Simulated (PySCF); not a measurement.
F₃GeH, SMILES `F[GeH](F)F`.

PySCF calculation, ωB97X/def2-TZVP, gas phase; geometry: GFN2-xTB. No frequency check shows the geometry to be a minimum. GFN2-xTB bond lengths at metals and heavier atoms can be off by up to 0.1 Å and shapes distorted, which carries into these values.

Coordinates in Å:

```
F1      -0.5165   -1.4643    0.4039
Ge2      0.0001    0.0001   -0.2859
F3      -1.0102    1.1790    0.4042
F4       1.5264    0.2848    0.4041
H5      -0.0008    0.0003   -1.7605
```

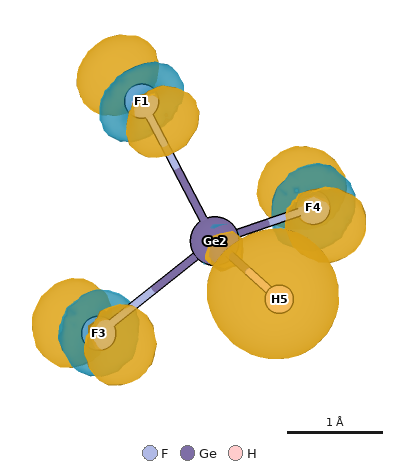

Fukui function f⁻ = ρ(N) − ρ(N−1) at fixed geometry, surfaces at ±0.06 e/Å³ (yellow positive, teal negative).

> Which atoms respond most to the removal of an electron?

f⁻ (Hirshfeld-condensed) is largest on Ge2 (0.23), H5 (0.22) and F1, F3 and F4 (0.18 each); the vertical ionisation energy is 14.42 eV (the stability of the cation's solution wasn't checked). Condensed values hint at sites of electrophilic attack but needn't mark the atom that reacts. Shares this close don't rank the sites. Orbital relaxation makes it negative in places (0.11 e in all).

```json
{"atom": "F1", "f⁻": "+0.18", "charge": "−0.22"}
{"atom": "Ge2", "f⁻": "+0.23", "charge": "+0.67"}
{"atom": "F3", "f⁻": "+0.18", "charge": "−0.22"}
{"atom": "F4", "f⁻": "+0.18", "charge": "−0.22"}
{"atom": "H5", "f⁻": "+0.22", "charge": "−0.01"}
```
